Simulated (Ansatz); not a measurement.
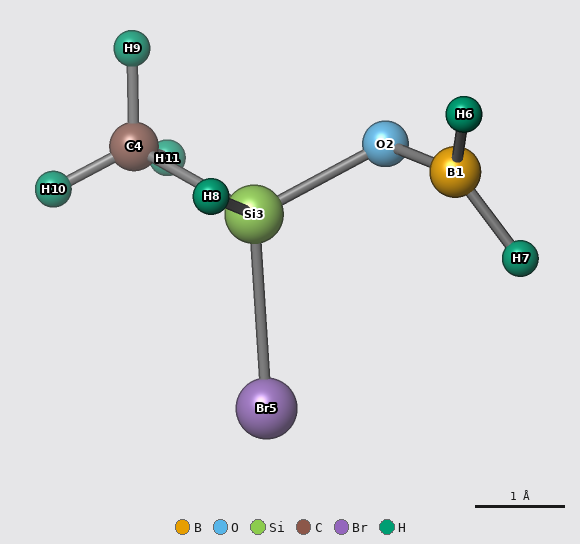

Starting structure of CH6BBrOSi (coarse preliminary run). A ball-and-stick model, seen at a tilt.

The start comes from a force field.

The calculation used RKS PBE-D4/def2-SVP (Ansatz).

Input
```yaml
crystal:
  periodic: [false, false, false]
  atoms:
    - {symbol: B, position_ang: [-0.979600, 1.693700, 1.074800]}
    - {symbol: O, position_ang: [-0.999300, 0.291700, 0.834200]}
    - {symbol: Si, position_ang: [0.193700, 0.034000, -0.362700]}
    - {symbol: C, position_ang: [0.740700, -1.770200, -0.379100]}
    - {symbol: Br, position_ang: [-0.531000, 0.621200, -2.408100]}
    - {symbol: H, position_ang: [-0.366200, 2.234500, 1.914900]}
    - {symbol: H, position_ang: [-1.732400, 2.423500, 0.437400]}
    - {symbol: H, position_ang: [1.482100, 0.815500, -0.035300]}
    - {symbol: H, position_ang: [1.049600, -2.066500, 0.664300]}
    - {symbol: H, position_ang: [1.453300, -1.958100, -1.115800]}
    - {symbol: H, position_ang: [-0.245500, -2.376200, -0.604000]}
basis:
  gaussian: {orbitals: def2-SVP}
hamiltonian: {xc: pbe, dispersion: d4}
relax: {f_tol: 0.03, max_steps: 200}
```

Command:
```bash
ansatz run in.yaml --threads 4 --pin off --events-out ev --progress --plain --max-ram 10444MiB
```

**Predict the outcome.**

H6 moves most after the best rigid fit: 1.08 Å. By element the largest moves are H 1.08 Å, O 1.04 Å, Si 0.46 Å, C 0.18 Å, B 0.17 Å, Br 0.11 Å. Some distances before and after: B1–Si3 2.490 → 2.856 Å, C4–H11 1.179 → 1.108 Å, C4–H10 1.042 → 1.108 Å, B1–O2 1.423 → 1.358 Å. Bond angles that change, for instance: B1–O2–Si3 104.9° → 138.8°, C4–Si3–H8 104.1° → 113.8°, O2–B1–H6 125.7° → 117.0°. Groups turn about B1–O2 by about 90°, O2–Si3 by about 75°. Over 13 geometry steps the energy falls by 21.2 kcal/mol. Largest force component: 4.1 eV/Å at the start, 0.027 eV/Å at the end. The run took 18 s on 4 threads of Intel Xeon Platinum 8488C, with other jobs on the host.

The structure at the end:

```xyz
11

B    -1.1264    1.6501    1.1565
O    -0.1031    0.8102    0.8540
Si    0.6162    0.1228   -0.5132
C     0.5782   -1.7314   -0.3109
Br   -0.4819    0.7148   -2.3776
H    -1.3052    1.9016    2.3361
H    -1.8252    2.1196    0.2723
H     1.9965    0.6937   -0.5919
H     1.0736   -2.0176    0.6392
H     1.1090   -2.2204   -1.1518
H    -0.4664   -2.1004   -0.2921
```

The end point in the same view:

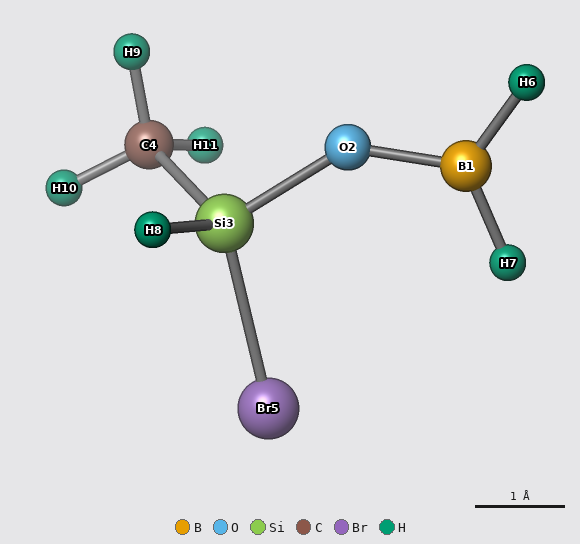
